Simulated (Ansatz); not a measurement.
## SiN2H8O: geometry relaxation (part 2 of 2)

Continued. System: SiN2H8O. Method: RKS PBE0-D4/6-31G* (Ansatz 0.2.0). The input holds or restrains some coordinates. Forces given for the steps count only the free coordinates. It belongs to a series of runs on one base structure; here: pulled along the bonds that form and break, towards end B.

Geometry of the input (Å):
```
Si 0.0000  0.0000  0.0000
H  0.0000  0.0000  1.8100
N  1.7163  0.0000  -0.6061
H  2.2145  -0.9180  -0.7868
H  2.2175  0.9180  -0.7783
N  -0.8572  1.4851  -0.6061
H  -1.8773  1.4300  -0.8888
H  -0.3367  2.4058  -0.6766
H  -0.6877  -1.1914  -0.4862
O  -1.8790  0.0000  0.6243
H  -2.4241  -0.6297  0.0530
H  -0.9605  0.0000  1.7351
```

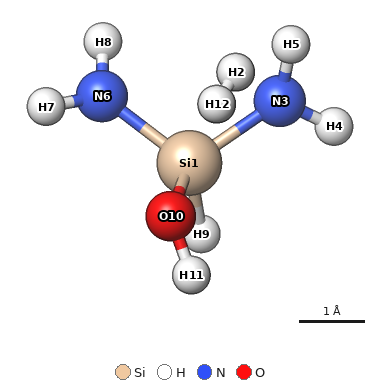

Fig. 1: The geometry at step 13 of the log (ball-and-stick view, seen at a tilt; atoms are numbered from 1 in the order of the input).

Trajectory as extended XYZ, continued:
```
12
Properties=species:S:1:pos:R:3:forces:R:3 step=3 energy=-13023.34066
Si   -0.1895    0.0294   -0.2969   -0.4630   0.4707  -0.3265
H    -0.0288   -0.0016    2.1502    2.9724   0.0450   0.9440
N     1.6547    0.0086   -0.5856   -1.8687   0.2050   0.4252
H     2.1844   -0.8709   -0.7690   -0.8377   1.2028   0.4090
H     2.1969    0.8755   -0.7643   -0.5546  -1.0653   0.3334
N    -0.8186    1.5415   -0.6648    1.1545   1.3529  -1.3999
H    -1.8296    1.4597   -0.8566    1.1871   0.8266   0.8178
H    -0.3388    2.4165   -0.7051    0.0705   0.6310  -0.7274
H    -0.6548   -1.2764   -0.5343    1.2412  -2.2682  -1.2385
O    -1.9030   -0.0001    0.3861    0.2225   0.1742   1.3734
H    -2.4480   -0.6801    0.0326   -0.5435  -1.5591  -0.1214
H    -0.6992   -0.0023    2.0012   -2.5809  -0.0156  -0.4892
12
Properties=species:S:1:pos:R:3:forces:R:3 step=5 energy=-13025.54876
Si   -0.3430    0.0086   -0.4054    0.7063   0.2496  -0.8446
H     0.0687    0.0015    2.2515    1.5939   0.0361   0.4362
N     1.4222    0.0263   -0.5140   -0.4731   0.1506   0.3365
H     1.9768   -0.8107   -0.6660   -0.4366   0.0157   0.1860
H     2.0104    0.8451   -0.6523   -0.3855  -0.0455   0.3379
N    -0.7266    1.6158   -0.8489   -0.7568  -0.3759  -0.2912
H    -1.7470    1.6811   -0.7433    0.9115   0.7701   0.0360
H    -0.2029    2.4714   -0.8674    0.1426   0.0541  -0.2865
H    -0.4382   -1.4202   -0.7912    0.1405  -0.3092  -0.6341
O    -1.8803   -0.0473    0.3231   -0.6030  -0.6955   0.5091
H    -2.3804   -0.8651    0.1511    0.5450   0.1621   0.2963
H    -0.6337   -0.0066    2.1563   -1.3849  -0.0123  -0.0815
12
Properties=species:S:1:pos:R:3:forces:R:3 step=6 energy=-13026.07306
Si   -0.3823   -0.0015   -0.4594   -0.0141   0.3066  -0.8874
H     0.1159    0.0129    2.1684    1.0922   0.0577   0.2752
N     1.3415    0.0359   -0.4542    0.3441   0.1688   0.3950
H     1.8924   -0.7987   -0.5962   -0.1666  -0.0954   0.0805
H     1.9363    0.8622   -0.4791   -0.3981  -0.1732   0.3084
N    -0.7249    1.6179   -0.9288   -1.2334  -0.1512   0.1394
H    -1.7111    1.8124   -0.6870    1.0420   0.3240  -0.2869
H    -0.1400    2.4392   -1.0118    0.0011  -0.3399  -0.1731
H    -0.4437   -1.4129   -0.9860   -0.1036   0.1772  -0.4559
O    -1.8554   -0.0983    0.3719   -0.0707  -0.3762   0.3106
H    -2.2994   -0.9536    0.2637    0.3343   0.1188   0.1326
H    -0.6035   -0.0157    2.1921   -0.8272  -0.0170   0.1617
12
Properties=species:S:1:pos:R:3:forces:R:3 step=7 energy=-13026.41463
Si   -0.4134    0.0010   -0.4996   -0.0593   0.0611  -0.8579
H     0.1588    0.0163    2.1120    1.0545   0.0475   0.1979
N     1.3018    0.0294   -0.3885    0.2523   0.1423   0.3633
H     1.8462   -0.8049   -0.5507   -0.0609  -0.0433   0.0478
H     1.8908    0.8565   -0.3181   -0.3506  -0.2578   0.2490
N    -0.7547    1.6122   -0.9740   -0.7777   0.2049   0.0809
H    -1.6973    1.8967   -0.6887    0.6493   0.0817  -0.2674
H    -0.1243    2.3938   -1.1122   -0.0607  -0.3946  -0.1351
H    -0.4819   -1.3615   -1.1703   -0.1522   0.4214  -0.2441
O    -1.8193   -0.1372    0.4205    0.1235  -0.2373   0.1767
H    -2.2287   -1.0071    0.3331    0.1383  -0.0324   0.0824
H    -0.5523    0.0045    2.2299   -0.7565   0.0066   0.3064
12
Properties=species:S:1:pos:R:3:forces:R:3 step=8 energy=-13026.67319
Si   -0.4364    0.0111   -0.5301   -0.2018  -0.1393  -0.6707
H     0.2017    0.0403    2.0696    1.1942   0.0735   0.0858
N     1.2687    0.0134   -0.3130    0.0039  -0.0119   0.1900
H     1.8109   -0.8139   -0.5182   -0.0238   0.0464   0.0538
H     1.8443    0.8344   -0.1637   -0.2021  -0.1894   0.2016
N    -0.7852    1.6131   -1.0111   -0.2051   0.1970  -0.0265
H    -1.6906    1.9612   -0.7169    0.1819   0.0671  -0.1278
H    -0.1168    2.3487   -1.2028   -0.0925  -0.2786  -0.0929
H    -0.5387   -1.2729   -1.3345   -0.0811   0.4127  -0.0922
O    -1.7756   -0.1874    0.4721    0.2486  -0.0891  -0.0432
H    -2.1682   -1.0625    0.3799    0.0580  -0.0886   0.0427
H    -0.4883    0.0143    2.2621   -0.8801   0.0001   0.4795
12
Properties=species:S:1:pos:R:3:forces:R:3 step=10 energy=-13026.89400
Si   -0.4743    0.0173   -0.5737   -0.2256  -0.2147  -0.4397
H     0.2680    0.1661    1.9946    1.2915   0.1052  -0.0676
N     1.2071   -0.0581   -0.2453    0.1580   0.3592   0.1406
H     1.7747   -0.8336   -0.5535   -0.0268   0.0238   0.0612
H     1.7436    0.6996    0.1723   -0.2043  -0.3868  -0.0846
N    -0.8184    1.6278   -1.0281   -0.0847   0.0340   0.1146
H    -1.6996    2.0388   -0.7531    0.0724   0.0240  -0.0612
H    -0.1160    2.3058   -1.2826   -0.0483  -0.0926  -0.0420
H    -0.6078   -1.1147   -1.5559   -0.0470   0.1679  -0.0004
O    -1.7035   -0.2950    0.5262    0.0838  -0.0789  -0.3235
H    -2.0577   -1.1873    0.4274    0.0348   0.0306   0.0088
H    -0.3903    0.1331    2.2653   -1.0039   0.0283   0.6937
12
Properties=species:S:1:pos:R:3:forces:R:3 step=11 energy=-13026.93982
Si   -0.4750    0.0004   -0.6007   -0.3795  -0.0231  -0.3713
H     0.2571    0.2296    1.9635    0.8339  -0.0023   0.0947
N     1.2019   -0.0924   -0.2636    0.3668   0.5380   0.3659
H     1.7752   -0.8568   -0.5848    0.0116  -0.0356   0.0445
H     1.7118    0.5873    0.3132   -0.3849  -0.5837  -0.4409
N    -0.8277    1.6282   -0.9854    0.0128   0.0244   0.1187
H    -1.6998    2.0538   -0.7075    0.0500  -0.0135  -0.0398
H    -0.1271    2.2895   -1.2852   -0.0616  -0.0669  -0.0055
H    -0.6531   -1.0349   -1.6794    0.0682   0.0906   0.1420
O    -1.6529   -0.3676    0.5360    0.0237  -0.1490  -0.4350
H    -1.9872   -1.2672    0.4335    0.0013   0.0384   0.0019
H    -0.3974    0.3298    2.2539   -0.5423   0.1827   0.5249
12
Properties=species:S:1:pos:R:3:forces:R:3 step=12 energy=-13026.95323
Si   -0.4773   -0.0025   -0.6042   -0.3514  -0.1218  -0.3619
H     0.2535    0.4274    1.9338    1.4214   0.1311  -0.0496
N     1.2001   -0.1223   -0.2980    0.0692   0.0500  -0.0474
H     1.7308   -0.9356   -0.5727    0.0127   0.0450   0.0490
H     1.6901    0.4919    0.3344    0.0947  -0.0876   0.0173
N    -0.8239    1.6398   -0.9010    0.0426  -0.0948   0.0972
H    -1.7088    2.0544   -0.6567    0.0087   0.0413  -0.0120
H    -0.1223    2.2924   -1.2080   -0.0278   0.0661  -0.0482
H    -0.6467   -0.9895   -1.7207   -0.0249   0.0201   0.0494
O    -1.6376   -0.4373    0.5247    0.0506  -0.0337  -0.3402
H    -1.9150   -1.3503    0.3998   -0.1044  -0.1059   0.0087
H    -0.4172    0.4314    2.1621   -1.1914   0.0901   0.6378
12
Properties=species:S:1:pos:R:3:forces:R:3 step=13 energy=-13027.00441 accepted=F
Si   -0.4679   -0.0097   -0.6068   -0.3402  -0.0971  -0.3244
H     0.2145    0.6173    1.9126    0.2234   0.1900   0.3348
N     1.2165   -0.1384   -0.3273    0.0687   0.0999   0.0373
H     1.7286   -0.9661   -0.5920   -0.0007  -0.0167   0.0023
H     1.7108    0.4293    0.3471   -0.0042  -0.0882  -0.0357
N    -0.8131    1.6421   -0.8515    0.1147  -0.0642   0.0675
H    -1.7021    2.0540   -0.6178    0.0052   0.0118  -0.0071
H    -0.1284    2.2923   -1.2031   -0.0630   0.0077  -0.0158
H    -0.6676   -0.9687   -1.7403    0.0350   0.0108  -0.0012
O    -1.6170   -0.4793    0.5197    0.0284  -0.1112  -0.2319
H    -1.9071   -1.3865    0.3686   -0.0471   0.0082  -0.0050
H    -0.4414    0.4134    2.1842   -0.0204   0.0491   0.1793
12
Properties=species:S:1:pos:R:3:forces:R:3 step=15 energy=-13026.98955
Si   -0.4645   -0.0162   -0.6010   -0.2647  -0.1275  -0.2929
H     0.2081    0.6056    1.9145    1.1290   0.3523  -0.0174
N     1.2221   -0.1432   -0.3278    0.0349   0.0980   0.0255
H     1.7374   -0.9607   -0.6157    0.0021  -0.0324   0.0098
H     1.7189    0.4145    0.3530   -0.0082  -0.0764  -0.0387
N    -0.8098    1.6377   -0.8283    0.0879  -0.0412   0.0505
H    -1.7030    2.0447   -0.6021    0.0006   0.0074  -0.0063
H    -0.1347    2.2897   -1.1949   -0.0537  -0.0060  -0.0157
H    -0.6644   -0.9719   -1.7404    0.0214   0.0454   0.0227
O    -1.6007   -0.4989    0.5331   -0.0225  -0.1711  -0.2853
H    -1.9324   -1.3855    0.3419   -0.0061   0.0667   0.0171
H    -0.4513    0.4840    2.1611   -0.9206  -0.1152   0.5307
12
Properties=species:S:1:pos:R:3:forces:R:3 step=16 energy=-13027.01811
Si   -0.4603   -0.0215   -0.5925   -0.1981  -0.1385  -0.3079
H     0.1848    0.7473    1.8912    0.5145   0.3758   0.1604
N     1.2283   -0.1559   -0.3309    0.0319   0.0618   0.0199
H     1.7317   -0.9797   -0.6237   -0.0084  -0.0209   0.0028
H     1.7261    0.3730    0.3717   -0.0247  -0.0675  -0.0338
N    -0.8014    1.6370   -0.7846    0.0775   0.0261   0.0393
H    -1.7031    2.0366   -0.5792    0.0042  -0.0044  -0.0036
H    -0.1472    2.2834   -1.1984   -0.0586  -0.0363   0.0050
H    -0.6648   -0.9478   -1.7547    0.0105   0.0232   0.0234
O    -1.5877   -0.5330    0.5384   -0.0366  -0.2073  -0.2719
H    -1.9488   -1.3991    0.3045    0.0375   0.1230   0.0464
H    -0.4318    0.4595    2.1519   -0.3497  -0.1348   0.3199
12
Properties=species:S:1:pos:R:3:forces:R:3 step=17 energy=-13027.00614
Si   -0.4361   -0.0010   -0.5956   -0.2185  -0.3336  -0.0506
H     0.0872    0.9191    1.8603    1.1517   0.8811  -0.1792
N     1.2516   -0.1904   -0.3675    0.2236   0.0769   0.1935
H     1.6818   -1.0490   -0.6806   -0.0100  -0.0098  -0.0524
H     1.7434    0.1874    0.4342   -0.1118   0.0029  -0.1127
N    -0.7706    1.6726   -0.6519   -0.0183   0.1346  -0.1252
H    -1.7209    2.0041   -0.5654    0.0245  -0.0386   0.0542
H    -0.2051    2.2950   -1.2131    0.0066  -0.0977   0.0548
H    -0.6542   -0.8471   -1.8042   -0.0691  -0.0261  -0.1536
O    -1.5154   -0.5967    0.5422    0.0707   0.3106  -0.1547
H    -1.8628   -1.4616    0.3205   -0.0775  -0.2557  -0.1292
H    -0.4731    0.5675    2.1146   -0.9718  -0.6446   0.6551
12
Properties=species:S:1:pos:R:3:forces:R:3 step=18 energy=-13026.99350 accepted=F
Si   -0.4117   -0.0134   -0.5831   -0.2600   0.1461  -0.2146
H    -0.0233    1.0443    1.8410    0.8323   1.2251  -0.2658
N     1.2791   -0.1949   -0.3249   -0.2490  -0.2457  -0.2746
H     1.6982   -1.0303   -0.7145    0.1271   0.0745   0.1631
H     1.7434    0.1269    0.5127   -0.0011  -0.0148  -0.0551
N    -0.7472    1.6689   -0.6671    0.0869  -0.1054  -0.0264
H    -1.6486    2.0246   -0.3800    0.0542  -0.0095  -0.1327
H    -0.2929    2.2334   -1.3762   -0.1161  -0.0313   0.2411
H    -0.6776   -0.8130   -1.8245    0.1782  -0.0241   0.0110
O    -1.5060   -0.6068    0.5384    0.0038  -0.1062  -0.1563
H    -1.8745   -1.4558    0.2643    0.0216   0.0656   0.0126
H    -0.4131    0.5157    2.1075   -0.6781  -0.9744   0.6977
12
Properties=species:S:1:pos:R:3:forces:R:3 step=20 energy=-13027.02997 accepted=F
Si   -0.4321   -0.0202   -0.5844   -0.1785  -0.0453  -0.2969
H    -0.0183    1.0168    1.8389    0.4885   0.8650  -0.0559
N     1.2579   -0.1900   -0.3366   -0.2679  -0.1762  -0.2946
H     1.7080   -1.0308   -0.6677    0.0753  -0.0025   0.0371
H     1.7407    0.2280    0.4383    0.1184   0.0901   0.2012
N    -0.7610    1.6547   -0.6859   -0.1185  -0.3615   0.2945
H    -1.6730    2.0192   -0.4677   -0.1006   0.0397  -0.0160
H    -0.2187    2.2550   -1.2724    0.2396   0.2925  -0.2187
H    -0.6726   -0.8596   -1.8043    0.0710  -0.0135   0.0235
O    -1.5367   -0.5839    0.5413   -0.0170  -0.1414  -0.1972
H    -1.9082   -1.4351    0.2783    0.0145   0.0503   0.0158
H    -0.3601    0.4458    2.1156   -0.3248  -0.5972   0.5072
12
Properties=species:S:1:pos:R:3:forces:R:3 step=21 energy=-13027.01538
Si   -0.4381   -0.0186   -0.5879   -0.1656  -0.1847  -0.2461
H     0.0248    0.9854    1.8410    1.0167   1.2916  -0.3119
N     1.2514   -0.1924   -0.3524   -0.0407  -0.0516  -0.0686
H     1.7028   -1.0408   -0.6629    0.0180   0.0079  -0.0046
H     1.7421    0.2360    0.4169    0.0209   0.0317   0.0754
N    -0.7656    1.6550   -0.6680    0.0157  -0.0885   0.0510
H    -1.6957    2.0083   -0.5149   -0.0826   0.0294   0.0217
H    -0.1941    2.2733   -1.2177    0.0864   0.0800  -0.0666
H    -0.6664   -0.8639   -1.8040   -0.0038  -0.0067  -0.0118
O    -1.5348   -0.5895    0.5425    0.0035  -0.0195  -0.1934
H    -1.9014   -1.4439    0.2917   -0.0155  -0.0475  -0.0227
H    -0.3992    0.4909    2.1093   -0.8530  -1.0422   0.7777
12
Properties=species:S:1:pos:R:3:forces:R:3 step=22 energy=-13027.02519
Si   -0.4380   -0.0229   -0.5896   -0.1483  -0.1685  -0.2228
H    -0.0085    1.0213    1.8311    0.8194   1.2175  -0.2636
N     1.2521   -0.1962   -0.3573   -0.0138  -0.0445  -0.0401
H     1.7061   -1.0406   -0.6751    0.0140   0.0092   0.0018
H     1.7377    0.2228    0.4218    0.0000   0.0125   0.0350
N    -0.7598    1.6527   -0.6602   -0.0045  -0.0319   0.0162
H    -1.6896    2.0087   -0.5036   -0.0308   0.0178   0.0082
H    -0.1860    2.2717   -1.2099    0.0346   0.0299  -0.0228
H    -0.6739   -0.8609   -1.8093    0.0022  -0.0040  -0.0088
O    -1.5267   -0.5983    0.5464   -0.0143  -0.0525  -0.2216
H    -1.8964   -1.4511    0.2916   -0.0052  -0.0186  -0.0101
H    -0.3912    0.4927    2.1075   -0.6532  -0.9669   0.7285
```

Summary:

- outcome: converged under the restraints of the input
- total energy: −13027.0252 eV
- mean-field energy: −13026.8396 eV
- largest force (length of the vector) at the end, held atoms and coordinates included: 1.491 eV/Å
- hardware: 1 thread of Arm Neoverse V1, 24 GiB of memory available, shared host
- wall time: 85 s
- peak memory: 0.15 GiB
